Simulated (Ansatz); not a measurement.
# CCl₃NOSi (SMILES O=C=N[Si](Cl)(Cl)Cl): what the fields show

Input file:

```
crystal:
  periodic: [false, false, false]
  atoms:
    - {symbol: O, position_ang: [0.553017, 2.450202, 1.713212]}
    - {symbol: C, position_ang: [0.243420, 1.592095, 0.999029]}
    - {symbol: N, position_ang: [-0.109124, 0.733532, 0.242330]}
    - {symbol: Si, position_ang: [-0.142061, -0.762896, -0.518104]}
    - {symbol: Cl, position_ang: [-1.621421, -1.887000, 0.278420]}
    - {symbol: Cl, position_ang: [1.629929, -1.710156, -0.272991]}
    - {symbol: Cl, position_ang: [-0.492562, -0.483778, -2.487594]}
basis:
  gaussian: {orbitals: def2-TZVPP}
hamiltonian: {xc: pbe0, dispersion: d4}
output: {orbitals: {seedname: orbitals}}
```

Run with:

```sh
ansatz run in.yaml --threads 4 --pin off --events-out ev --progress --plain --max-ram 10444MiB
```

Geometry: PBE0-D4/def2-TZVP.

The calculation used Ansatz, RKS PBE0-D4/def2-TZVPP.

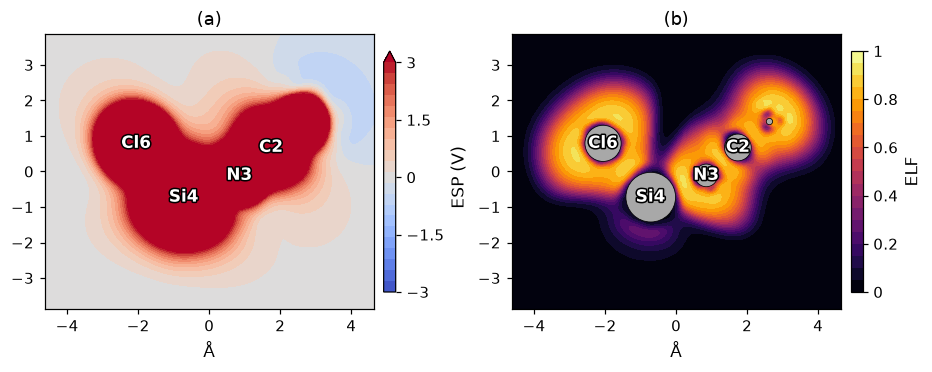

Figure 1. (a) molecular electrostatic potential; (b) electron localisation function on the plane of atoms N3, Si4 and Cl6. Grey discs cover the atomic cores in the ELF map.

Q: What does the map show?

A: The plane passes through C, N, Si and Cl nuclei.
C–N (1.20 Å): the ELF peaks at about 0.85 between the atoms: a multiple bond.
Si–N (1.68 Å): the ELF peaks at about 0.90 between the atoms; a polar covalent bond.
Si–Cl (2.02 Å): the ELF peaks at about 0.85 between the atoms (a shared but strongly polarised pair).
The ELF also peaks beside N3, Cl6 and O1, away from the bonds: lone-pair regions.
Outside the dense part of the molecule the potential is most negative (−0.7 V) near O1, which lies off the plane.

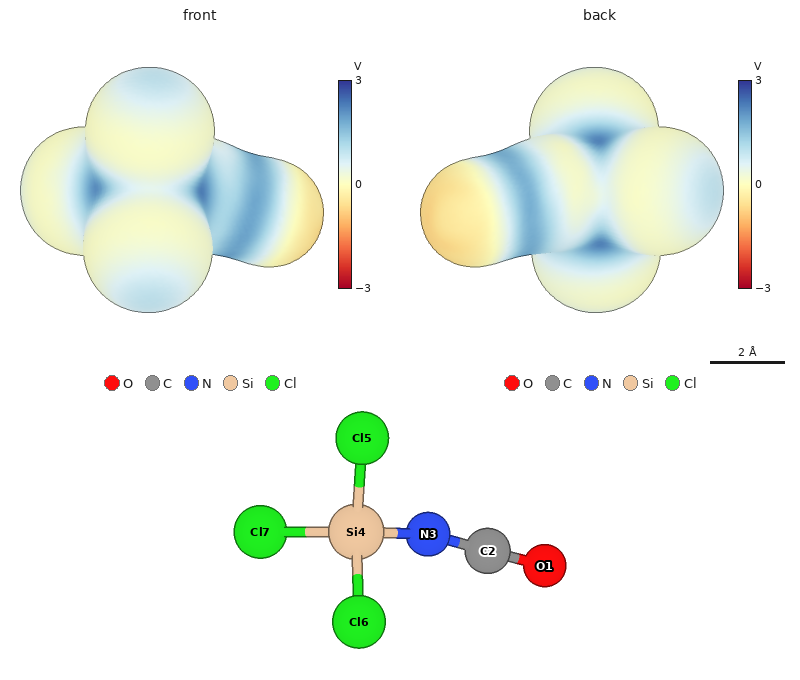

Figure 2. The electrostatic potential painted on the density surface at 0.004 e/bohr³, seen from the front and from behind; the colour scale runs from red (negative) to blue (positive). The bare structure is drawn below in the same view.

Q: Where is the surface potential most negative and most positive?

A: The most negative region (about −0.7 V) lies over O1, the most positive (about +2.1 V) over Si4. Cl5 shows a σ-hole: about +0.9 V at the tip opposite its bond, against about +0.1 V on its flanks. Cl6 shows a σ-hole: about +0.9 V at the tip opposite its bond, against about +0.2 V on its flanks. Cl7 shows a σ-hole: about +0.9 V at the tip opposite its bond, against about +0.1 V on its flanks.

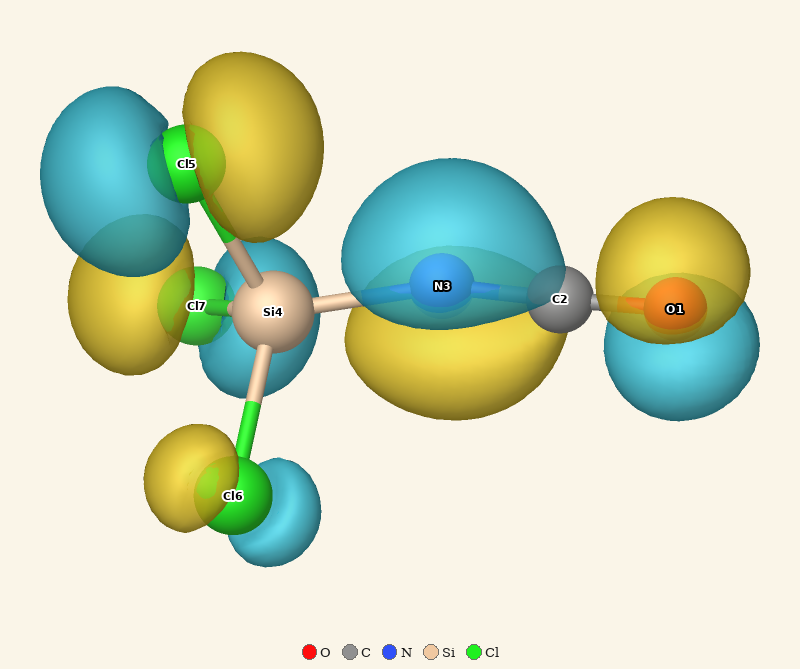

Figure 3. One frontier orbital at ±0.1 Å⁻³ᐟ² (yellow and cyan are the two phases), seen across its widest extent.

Q: Which orbital is it: HOMO or LUMO?

A: The HOMO, at −9.34 eV. By Hirshfeld shares it lies mainly on N3 (about 30 %), Cl5 (about 20 %), O1 (about 20 %), Cl7 (about 10 %) and C2 (about 10 %); largely a combination of lone pairs on N3, Cl5, O1 and Cl7.
